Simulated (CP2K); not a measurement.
**PM3 run of GeNH5 (SMILES [NH2][GeH3])**

What is the energy change on altering one bond length of GeNH5 at PM3? 

The results are computed with CP2K 2026.2.

3 further runs of the same task are left out: 3 set aside as unsound or not needed.

## (1) The structure to begin with

The species is GeNH5 (7 atoms), meant as a singlet with charge 0. SMILES: `[NH2][GeH3]`. Geometry: relaxed at PBE0-D4/def2-TZVP.

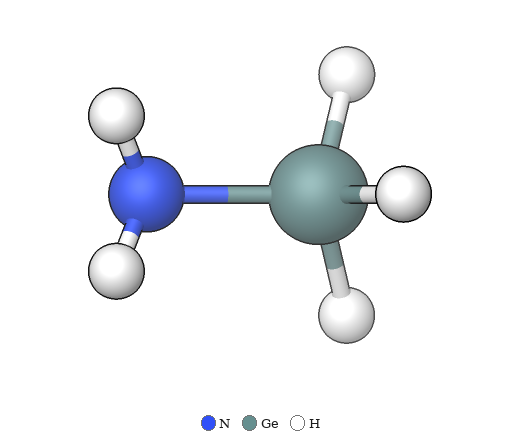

The structure, seen from a chosen angle (nitrogen blue, germanium teal, hydrogen white).

## (2) Energy and forces at PM3

molecule.inp reads:

```
&FORCE_EVAL
  METHOD Quickstep
  &DFT
    ! Quickstep
    &QS
      METHOD PM3
      EPS_DEFAULT 1.0E-10
      &SE
        &COULOMB
          CUTOFF [angstrom] 50
          RC_RANGE [angstrom] 0
        &END COULOMB
        &EXCHANGE
          CUTOFF [angstrom] 50
          RC_RANGE [angstrom] 0
        &END EXCHANGE
      &END SE
    &END QS
    &POISSON
      PERIODIC NONE
      POISSON_SOLVER ANALYTIC
    &END POISSON
    ! self-consistent field
    &SCF
      SCF_GUESS ATOMIC
      EPS_SCF 1.0E-06
      MAX_SCF 80
      ADDED_MOS 2
      &DIAGONALIZATION
        ALGORITHM STANDARD
      &END DIAGONALIZATION
      &MIXING
        METHOD DIRECT_P_MIXING
        ALPHA 0.4
      &END MIXING
    &END SCF
    &PRINT
      &MOMENTS
        PERIODIC F
        REFERENCE COM
        MAX_MOMENT 1
      &END MOMENTS
      &MO ON
        ENERGIES T
        OCCUPATION_NUMBERS T
        NDIGITS 6
        &EACH
          QS_SCF 0
        &END EACH
        ADD_LAST NUMERIC
      &END MO
      &HIRSHFELD OFF
      &END HIRSHFELD
    &END PRINT
  &END DFT
  ! structure
  &SUBSYS
    &CELL
      ABC 14.8 15 14.5
      PERIODIC NONE
    &END CELL
    &COORD
      UNIT bohr
      N     -0.2031456    -2.1962397    -0.1833034
      Ge     0.2981988     1.2500538    -0.2118383
      H      0.6855926    -3.0883794     1.2536443
      H     -2.0456285    -2.7004186    -0.1424853
      H     -1.0894271     2.2822222    -2.5431934
      H     -0.6899390     2.6403253     2.1641144
      H      3.1603780     1.6845019    -0.4236766
    &END COORD
    &TOPOLOGY
      &CENTER_COORDINATES
      &END CENTER_COORDINATES
    &END TOPOLOGY
  &END SUBSYS
  ! extra output
  &PRINT
    &FORCES ON
    &END FORCES
  &END PRINT
&END FORCE_EVAL

&GLOBAL
  PROJECT molecule
  RUN_TYPE ENERGY_FORCE
  PRINT_LEVEL MEDIUM
&END GLOBAL
```

Launch:

```sh
$ OMP_NUM_THREADS=1 cp2k.psmp -i molecule.inp > molecule.out 2>&1
```

Output (excerpt; [...] marks lines left out):

```text
CP2K| version string:                                       CP2K version 2026.2
[...]
 GLOBAL| Method name                                                        CP2K
[...]
 GLOBAL| Run type                                                   ENERGY_FORCE
[...]
                             - Atoms:                                          7
[...]
                             - Spherical basis functions:                     13
[...]
 Number of electrons:                                                         14
[...]
     1 P_Mix/Diag. 0.40E+00    0.0     0.86755641        -8.9455512783 -8.95E+00
[...]
    17 DIIS/Diag.  0.42E-06    0.0     0.00000078       -11.9892570062 -5.87E-12
  *** SCF run converged in    17 steps ***
  Core-core repulsion energy [eV]:                            454.64760556396863
  Core Hamiltonian energy [eV]:                              -486.19118443334412
  Two-electron integral energy [eV]:                         -589.40139136206244
  Electronic energy [eV]:                                    -780.89188011437534
  Total energy [eV]:                                         -326.24427455040671
  Atomic reference energy [eV]:                               327.07399341310457
  Heat of formation [kcal/mol]:                                19.13377303623708
[...]
 SE_DIPOLE| Moment [Debye]          0.50976457      -0.13869256      -1.02974031
 SE_DIPOLE| Derivative [a.u.]       0.00000000       0.00000000       0.00000000
 ENERGY| Total FORCE_EVAL ( QS ) energy [hartree]            -11.989257006193363
 FORCES| Atomic forces [hartree/bohr]
 FORCES|   Atom     x               y               z               |f|
 FORCES|      1 -1.02569351E-02 -3.22927792E-02  1.11385043E-02   3.56664349E-02
 FORCES|      2  2.93834402E-03  2.80421028E-02  1.98408310E-03   2.82653494E-02
 FORCES|      3 -4.42532550E-03  5.04549248E-03 -9.00071788E-03   1.12273515E-02
 FORCES|      4  1.07708378E-02  2.82436055E-03 -1.19762702E-03   1.11992084E-02
 FORCES|      5  4.52102759E-03 -7.02296126E-04  6.27255623E-03   7.76388253E-03
 FORCES|      6  4.12292786E-03 -3.87313705E-03 -9.38641309E-03   1.09592187E-02
 FORCES|      7 -7.67087664E-03  9.56256559E-04  1.89614388E-04   7.73257581E-03
 FORCES| Sum     8.32667268E-17  2.22044605E-16 -3.12250226E-17
 FORCES| Total atomic force                                       2.39190628E-16
[...]
```

Wall time 1.2 s (1 thread of AMD EPYC 7R43 (Zen 3), shared host); peak memory 0.18 GiB.

## (3) The distorted shape

mol.inp reads:

```
&GLOBAL
  PROJECT mol
  RUN_TYPE ENERGY_FORCE
  PRINT_LEVEL MEDIUM
&END GLOBAL

&FORCE_EVAL
  METHOD Quickstep
  &DFT
    CHARGE 0
    MULTIPLICITY 1
    &QS
      METHOD PM3
      EPS_DEFAULT 1.0E-10
      &SE
        &COULOMB
          CUTOFF [angstrom] 50
          RC_RANGE [angstrom] 0
        &END COULOMB
        &EXCHANGE
          CUTOFF [angstrom] 50
          RC_RANGE [angstrom] 0
        &END EXCHANGE
      &END SE
    &END QS
    &POISSON
      PERIODIC NONE
      POISSON_SOLVER ANALYTIC
    &END POISSON
    &SCF
      SCF_GUESS ATOMIC
      EPS_SCF 1.0E-06
      MAX_SCF 80
      ADDED_MOS 2
      &DIAGONALIZATION
        ALGORITHM STANDARD
      &END DIAGONALIZATION
      &MIXING
        METHOD DIRECT_P_MIXING
        ALPHA 0.4
      &END MIXING
    &END SCF
    &PRINT
      &MOMENTS
        PERIODIC F
        REFERENCE COM
        MAX_MOMENT 1
      &END MOMENTS
      &MO ON
        ENERGIES T
        OCCUPATION_NUMBERS T
        NDIGITS 6
        &EACH
          QS_SCF 0
        &END EACH
        ADD_LAST NUMERIC
      &END MO
      &HIRSHFELD OFF
      &END HIRSHFELD
    &END PRINT
  &END DFT
  &SUBSYS
    &CELL
      ABC [angstrom] 15.1 15 14.5
      PERIODIC NONE
    &END CELL
    &COORD
      UNIT bohr
      N     -0.7756683    -2.2831425    -0.1409301
      Ge    -0.2743240     1.1631510    -0.1694650
      H      0.1130699    -3.1752822     1.2960176
      H     -2.6181513    -2.7873215    -0.1001120
      H     -1.6619499     2.1953194    -2.5008201
      H     -1.2624618     2.5534225     2.2064877
      H      3.1603780     1.6845019    -0.4236766
    &END COORD
    &TOPOLOGY
      &CENTER_COORDINATES
      &END CENTER_COORDINATES
    &END TOPOLOGY
  &END SUBSYS
  &PRINT
    &FORCES ON
    &END FORCES
  &END PRINT
&END FORCE_EVAL
```

Launch:

```sh
$ OMP_NUM_THREADS=1 cp2k.psmp -i mol.inp > mol.out 2>&1
```

Output (excerpt; [...] marks lines left out):

```text
CP2K| version string:                                       CP2K version 2026.2
[...]
 GLOBAL| Method name                                                        CP2K
[...]
 GLOBAL| Run type                                                   ENERGY_FORCE
[...]
                             - Atoms:                                          7
[...]
                             - Spherical basis functions:                     13
[...]
 Number of electrons:                                                         14
[...]
     1 P_Mix/Diag. 0.40E+00    0.0     0.86432301        -8.9762384518 -8.98E+00
[...]
    17 DIIS/Diag.  0.32E-06    0.0     0.00000061       -11.9637764842 -4.53E-12
  *** SCF run converged in    17 steps ***
  Core-core repulsion energy [eV]:                            448.75321806353509
  Core Hamiltonian energy [eV]:                              -485.74234879646576
  Two-electron integral energy [eV]:                         -577.12356710313452
  Electronic energy [eV]:                                    -774.30413234803302
  Total energy [eV]:                                         -325.55091428449794
  Atomic reference energy [eV]:                               327.07399341310457
  Heat of formation [kcal/mol]:                                35.12304187979159
[...]
 SE_DIPOLE| Moment [Debye]          0.28401081      -0.15092111      -1.01919705
 SE_DIPOLE| Derivative [a.u.]       0.00000000       0.00000000       0.00000000
 ENERGY| Total FORCE_EVAL ( QS ) energy [hartree]            -11.963776484160046
 FORCES| Atomic forces [hartree/bohr]
 FORCES|   Atom     x               y               z               |f|
 FORCES|      1 -6.73349387E-03 -2.87411804E-02  1.11250036E-02   3.15461740E-02
 FORCES|      2  5.64008196E-02  3.53476324E-02 -2.07724849E-03   6.65944632E-02
 FORCES|      3 -4.58513283E-03  4.64723589E-03 -8.88486678E-03   1.10254751E-02
 FORCES|      4  1.05525614E-02  3.02923543E-03 -1.31303964E-03   1.10569838E-02
 FORCES|      5  7.00739513E-03 -7.03030705E-04  7.01900787E-03   9.94305336E-03
 FORCES|      6  6.72660287E-03 -4.15728335E-03 -1.06129298E-02   1.32349715E-02
 FORCES|      7 -6.93687523E-02 -9.42260927E-03  4.74407325E-03   7.01663423E-02
 FORCES| Sum    -2.77555756E-17  0.00000000E+00  3.81639165E-17
 FORCES| Total atomic force                                       4.71895804E-17
[...]
```

It took 1.3 s on 1 thread of AMD EPYC 7R43 (Zen 3), shared host; peak memory 0.18 GiB.

## (4) What came out

Level: PM3.

```
                                                          quantity          value
                                         first shape: total energy   -11.98926 Eh
                                        first shape: dipole moment         1.16 D
                                          first shape: HOMO energy       -9.35 eV
                                          first shape: LUMO energy        0.19 eV
                                        first shape: HOMO–LUMO gap        9.54 eV
            first shape: heat of formation at this unrelaxed shape  19.1 kcal/mol
                             first shape: largest force on an atom     1.834 eV/Å
                                     distorted shape: total energy   -11.96378 Eh
                                    distorted shape: dipole moment         1.07 D
                                      distorted shape: HOMO energy       -9.32 eV
                                      distorted shape: LUMO energy       -0.04 eV
                                    distorted shape: HOMO–LUMO gap        9.28 eV
        distorted shape: heat of formation at this unrelaxed shape  35.1 kcal/mol
                         distorted shape: largest force on an atom     3.608 eV/Å
energy change with the Ge2–H7 bond stretched from 1.536 to 1.843 Å       0.693 eV
```

What this shows: With the Ge2–H7 bond stretched from 1.536 to 1.843 Å the energy rises by 0.69 eV (66.9 kJ/mol). The first shape isn't relaxed at this level, so the change isn't measured from a minimum. The largest force (first shape) is 1.83 eV/Å: the shape isn't a stationary point for this species at this level.
